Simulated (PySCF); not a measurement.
CH4Cl4Si2, SMILES [Si](Cl)(Cl)([SiH2]CCl)Cl, singlet at its GFN2-xTB optimised geometry (Å):

```
11

Cl    -0.1003    -0.5520    -3.6897
C     -0.3911    -2.2482    -3.1959
Si    -1.6358    -2.2146    -1.7431
Si    -0.7152    -0.9677     0.0000
Cl    -1.2979    -1.7516     1.7861
Cl     1.3138    -0.9677     0.0000
Cl    -1.3138     0.9677     0.0000
H      0.5771    -2.6680    -2.9326
H     -0.7668    -2.7705    -4.0716
H     -2.8758    -1.6172    -2.2453
H     -1.8912    -3.6103    -1.3622
```

Calculation: PBE0/def2-TZVP (PySCF). Cells within 0.4 Å of a nucleus heavier than hydrogen are left out (blank, or x).

Map of the HOMO−1 amplitude (bohr^(-3/2)) on the plane z = 0.0 Å; orbital energy -8.71 eV, overall sign arbitrary:

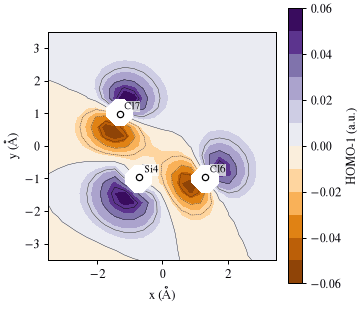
Figure: HOMO−1 amplitude (bohr^(-3/2)) on the plane z = 0.0 Å.
